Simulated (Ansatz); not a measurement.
```xyz
5
charge 0, multiplicity 1
Ge    0.8452    0.0847    0.4775
Cl    2.7833    0.6438    1.1498
Cl    0.6596   -2.0271    0.6408
Cl    0.6635    0.6198   -1.5722
H    -0.2287    0.7803    1.3076
```

What structure does this define?

The molecule is Cl3GeH. The point group is C3v. Coordination: 1 Ge tetrahedral.

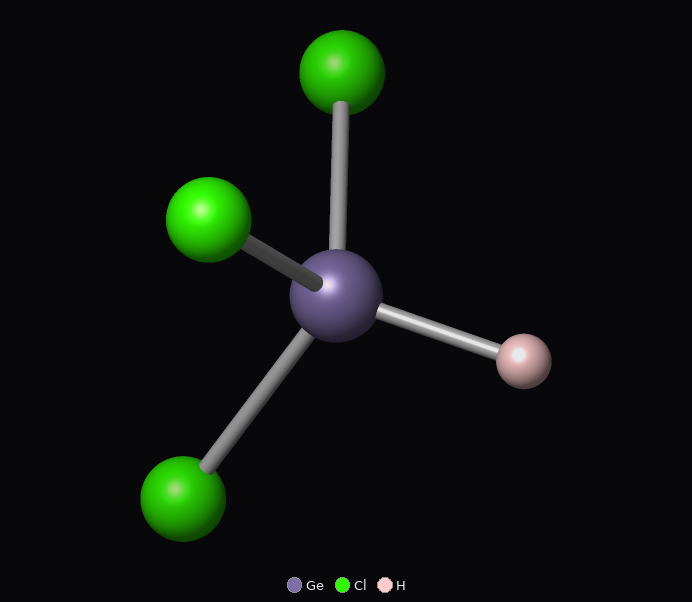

Simulated data, not a measurement (program: Ansatz).
